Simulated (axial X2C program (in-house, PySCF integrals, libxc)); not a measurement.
**TlBe⁻: relativistic diatomic calculation**

- system: TlBe⁻, single determinant with M_S = 1 and |Λ| = 0.
- method: PBE0, spin-free X2C-1e, Tl dyall-av3z, Be dyall-av3z (cores contracted) (axial X2C program (in-house, PySCF integrals, libxc))

**The program's output**
```
spin-free X2C-1e  PBE0
basis functions 232  fitting functions 1223  grid points 5082
iter        total energy     max residual
   1     -20261.276110343     1.43e+01
   2     -20264.144818500     3.43e-02
   3     -20264.059961138     5.51e-02
   4     -20264.211442384     5.83e-03
   5     -20264.212736032     4.05e-03
   6     -20264.213228307     1.73e-03
   7     -20264.213345259     4.26e-04
   8     -20264.213350221     2.51e-04
   9     -20264.213352994     1.25e-04
  10     -20264.213354736     1.07e-04
  11     -20264.213357029     9.29e-05
  12     -20264.213358449     2.68e-05
  13     -20264.213358658     5.42e-06
  14     -20264.213358663     5.07e-07
  15     -20264.213358663     9.37e-08
converged
one-electron -27893.80378614  Coulomb 7950.76961712  exact exchange -95.86279007  xc functional -293.46163659  nuclear repulsion 68.14523702
```

**The points of the curve**

```csv
R (Å),E (hartree),"dipole (D; origin at the first atom, positive when the second is positive)",highest filled (eV),lowest empty (eV)
2.189,−20264.207474,−5.04,0.28,1.83
2.290,−20264.211774,−5.24,0.32,1.82
2.365,−20264.213289,−5.38,0.34,1.80
2.441,−20264.213727,−5.53,0.36,1.79
2.516,−20264.213359,−5.66,0.38,1.77
2.604,−20264.212191,−5.81,0.40,1.75
2.692,−20264.210472,−5.93,0.41,1.72
2.805,−20264.207770,−6.07,0.42,1.68
2.944,−20264.204105,−6.20,0.43,1.64
3.145,−20264.198733,−6.30,0.44,1.58
```

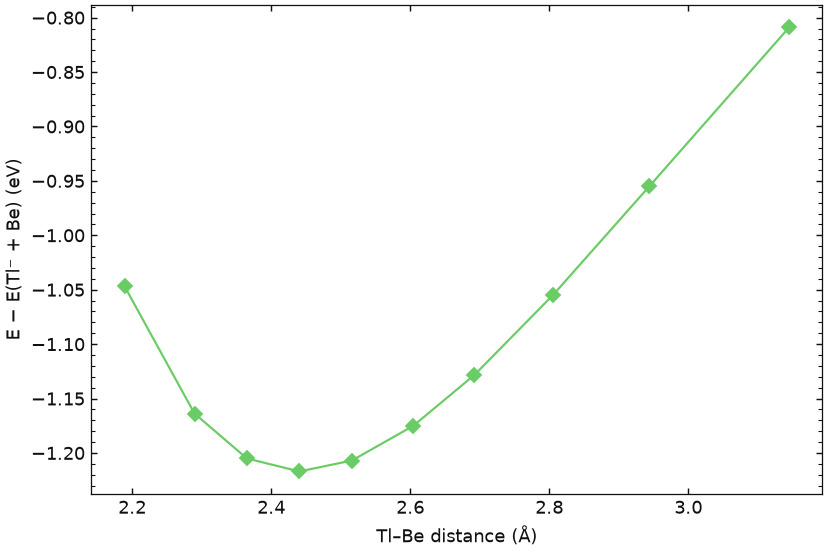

Fig. 1: Energy at 10 bond lengths, for one set of occupations held fixed; the line joins the points. A polynomial of degree 6 through 9 points gives rₑ = 2.440 Å, ωₑ = 347.8 cm⁻¹, ωₑxₑ = 3.3 cm⁻¹ and Bₑ = 0.3280 cm⁻¹. The minimum lies 1.22 eV below Tl⁻ + Be, each computed as one determinant at the same level.

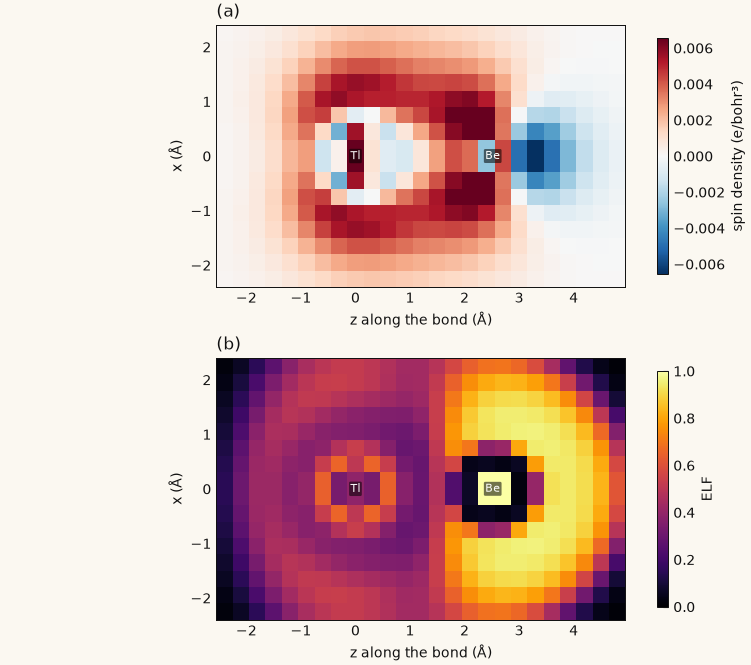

Fig. 2: (a) spin density; (b) electron localisation function, in a plane that holds the axis, at 2.52 Å, on points 0.3 Å apart (one half computed, the other mirrored); the structure near the nuclei is finer than these points.

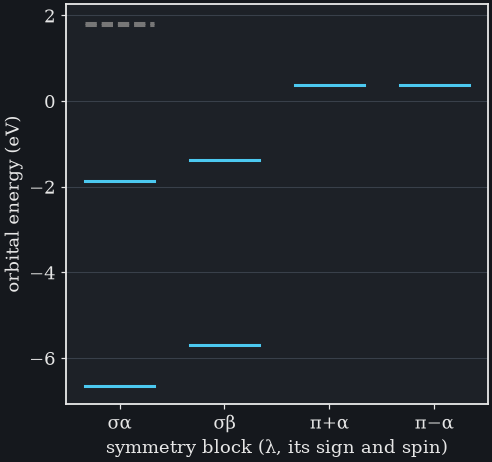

Fig. 3: Orbital energies near the frontier at 2.52 Å, filled (solid) and empty (dashed); a label such as π−α means λ = −1 and α spin. The highest filled orbital (π+α; 54 % Tl p, 40 % Be p) lies at 0.38 eV, the lowest empty one (σα; 64 % Tl p, 17 % Be s) at 1.77 eV. A filled level above zero is held only by the finite basis .

**Input file**
```
{"zs": [81, 4], "q": -1, "bas": ["dyall-av3z", "dyall-av3z"], "levels": ["PBE0", "HF", "BHandHLYP", "LDA"], "cc": false, "r0": 2.46, "npts": 10, "nst": 2, "ntry": 6}
```

The line is the task of a batch: nuclear charges, charge, bases, the levels to run, a first guess of the distance and further settings. This report covers PBE0 without spin-orbit coupling. The log is that of the reference distance 2.516 Å.

Launched within a batch (the task file carries these settings):
```bash
python <driver script> task.json out
```

**Summary**

| quantity | value |
| --- | --- |
| outcome | converged; a filled level lies above zero |
| bond length rₑ | 2.440 Å |
| ωₑ | 347.8 cm⁻¹ |
| energy at the minimum | −20264.21373 hartree |
| depth below the fragments | 1.22 eV |
| largest ⟨S²⟩ along the curve | 2.08 |
| hardware | 1 thread of Arm Neoverse N1, 90 GiB of memory available, shared host |
| wall time | 19 s |

**Notes**

The highest filled level (PBE0, up to 0.44 eV) lies above zero. That is common for anions, where the functional's self-interaction leaves the outer electrons unbound; only the finite basis holds them, so such levels depend on it.
